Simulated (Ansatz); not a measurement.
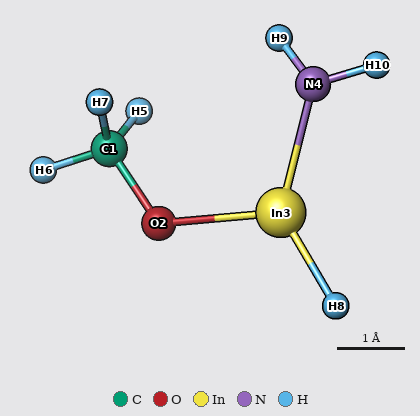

Fig. 1: The structure as given in the input (ball-and-stick view, seen at a tilt; atoms are numbered from 1 in the order of the input). Sticks mark near contacts.

Single-point calculation, with input and output: CH6InNO

- system: CH6InNO
- method: RHF-MP2, frozen core/def2-QZVPP (Ansatz 0.2.0)

The geometry comes from this level: PBE0-D4/def2-TZVP.

**Log**
```
Functional definition: HF
  name "HF"
  cite "Fock, Z. Phys. 61, 126 (1930) doi:10.1007/BF01340294"
  parent pbe
  exchange = exact_x
  correlation = 0
2633 factors; integrals over basis functions are off by at most 1.1e-3 eV
mean field evaluation 1: about -9788.6539 eV, gradient 5.5e1 eV
mean field evaluation 2: about -9788.7740 eV, gradient 5.5e1 eV
mean field evaluation 4: about -9794.9307 eV, gradient 4.2e0 eV
mean field evaluation 8: about -9794.9992 eV, gradient 4.2e-1 eV
mean field -9794.99988451 eV, -359.9596064663 hartree, gradient 3.7e-6 eV, S^2 0.000000; 0 other end points of the search recorded, 0 dependent functions left out
7 core orbitals not correlated: weight in the atoms' cores, before any rotation towards them, 1.000 or more for the frozen orbitals, at most 0.000 for the correlated occupied ones
reference -9794.99988451 eV, -359.9596064663 hartree; 17, 17 occupied and 409, 409 virtual orbitals, 2633 factors
second order -31.65114582 eV of doubles, -0.00000000 eV of singles
Total energy: -9826.65103032 eV, -361.1227646211 hartree
```

This output came from the following input.

**The input**
```yaml
crystal:
  periodic: [false, false, false]
  atoms:
    - {symbol: C, position_ang: [-1.274808, -0.241377, 1.083512]}
    - {symbol: O, position_ang: [0.079539, -0.230126, 1.431721]}
    - {symbol: In, position_ang: [1.499986, 0.081326, 0.073700]}
    - {symbol: N, position_ang: [0.669703, 0.455745, -1.716755]}
    - {symbol: H, position_ang: [-1.532555, -1.061385, 0.395795]}
    - {symbol: H, position_ang: [-1.875409, -0.380861, 1.990039]}
    - {symbol: H, position_ang: [-1.606117, 0.697095, 0.614547]}
    - {symbol: H, position_ang: [3.114490, 0.118573, 0.577040]}
    - {symbol: H, position_ang: [-0.283365, 0.172808, -1.884246]}
    - {symbol: H, position_ang: [1.208535, 0.388203, -2.565342]}
basis:
  gaussian: {orbitals: "def2-QZVPP.json"}
correlation: {method: mp2}
```

Launch command:
```bash
ansatz run in.yaml --threads 4 --pin off --events-out ev --progress --plain --max-ram 10444MiB
```

**Key numbers**

| quantity | value |
| --- | --- |
| outcome | converged |
| total energy | −9826.6510 eV |
| mean-field energy | −9794.9999 eV |
| SCF solution under orbital rotations | stable |
| hardware | 4 threads of AMD EPYC, 15 GiB of memory available, shared host |
| wall time | 6 s (CPU time 22 s) |
| peak memory | 2.3 GiB |
